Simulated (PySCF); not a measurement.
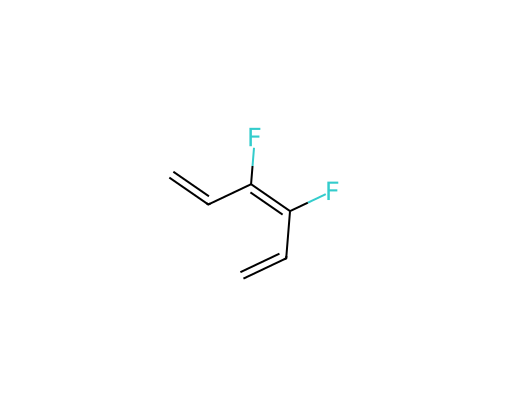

A structural formula.

Give its SMILES.

Answer. C=C/C(F)=C(/F)C=C

What is the molecular formula?

Answer. C6H6F2.

An optimisation with PBE0-D3(BJ)/def2-SVP gave a structure of which point group?

Answer. C2v. Other conformers may differ.

The parts below concern this one geometry. Atoms keep their numbers from picture to picture. The computed structure is the end point of a PBE0-D3(BJ)/def2-SVP optimisation. No frequency run is at hand to confirm it as a minimum.

### Geometry

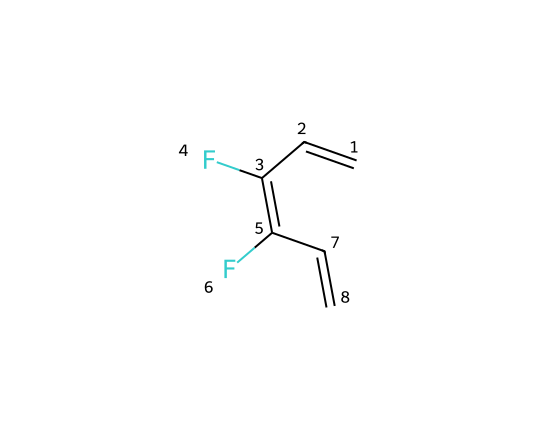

A structural formula, with wedges where it has stereocentres; small numbers name the atoms. The configuration is that of a computed structure (PBE0-D3(BJ)/def2-SVP).

Assign CIP descriptors.

Answer. C3=C5: Z.

### Polarisability

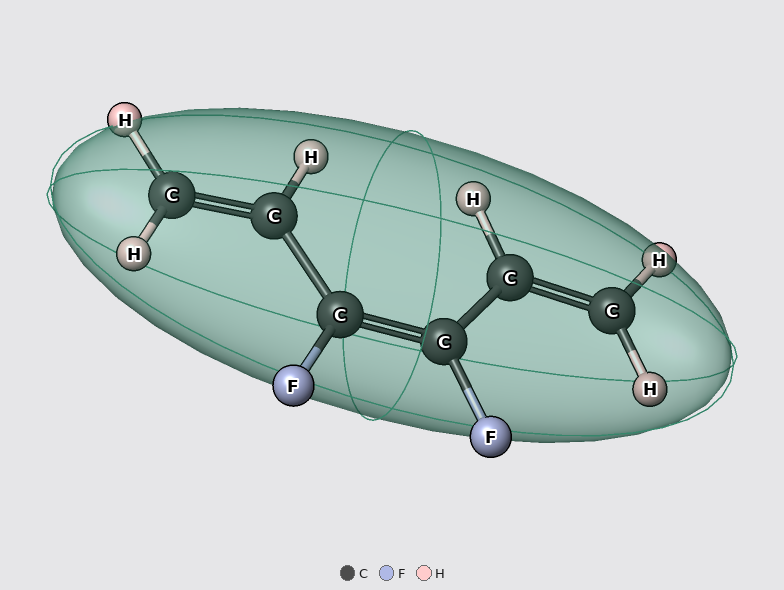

The ellipsoid shows the static dipole polarisability: its half-axes are proportional to the principal values. No frequency run is at hand to confirm it as a minimum. Method: CAM-B3LYP/def2-SVPD (PySCF 2.14.0).

Give the principal values, the mean and the anisotropy.

Answer. Principal values 47.4, 66.4, 157.0 bohr³; mean 90.3 bohr³ (13.38 Å³); anisotropy 101.5 bohr³, so the longest axis is 3.31 times the shortest.

### NMR shielding

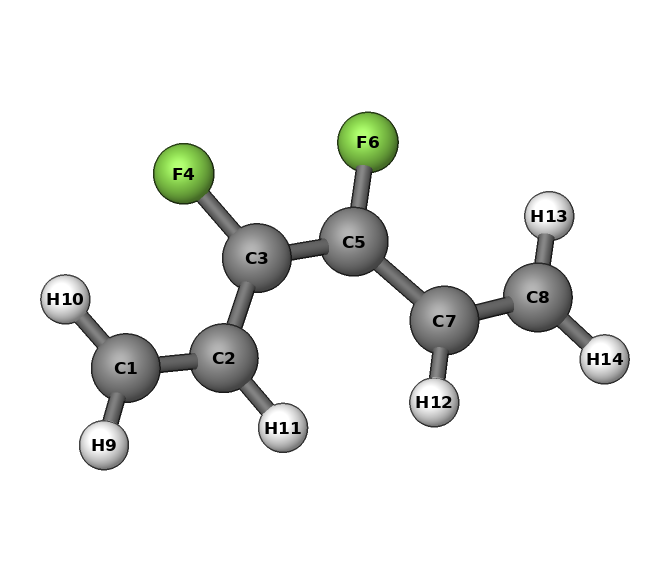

No frequency run is at hand to confirm it as a minimum. Level of theory: GIAO B3LYP/pcSseg-1 NMR shielding, non-relativistic, gas phase (PySCF 2.14.0). Principal shieldings σ11 ≤ σ22 ≤ σ33, span Ω = σ33 − σ11, skew κ = 3(σiso − σ22)/Ω.

Give the shielding tensors of the F atoms.

| atom | σ11 | σ22 | σ33 | σiso | Ω | κ |
| --- | --- | --- | --- | --- | --- | --- |
| F4, F6 | 254.9 | 270.6 | 453.0 | 326.1 | 198.1 | 0.84 |

Shieldings and span in ppm.

### Levels of theory compared

No frequency run is at hand to confirm it as a minimum. Program: PySCF 2.14.0.

At this fixed geometry, give HOMO energy (eV) at these levels: B3LYP/pcJ-1; B3LYP/pcSseg-1; CAM-B3LYP/def2-SVPD; PBE0/pcSseg-1.

```csv
level,HOMO energy (eV)
B3LYP/pcJ-1,−6.21
B3LYP/pcSseg-1,−6.22
CAM-B3LYP/def2-SVPD,−7.65
PBE0/pcSseg-1,−6.41
```
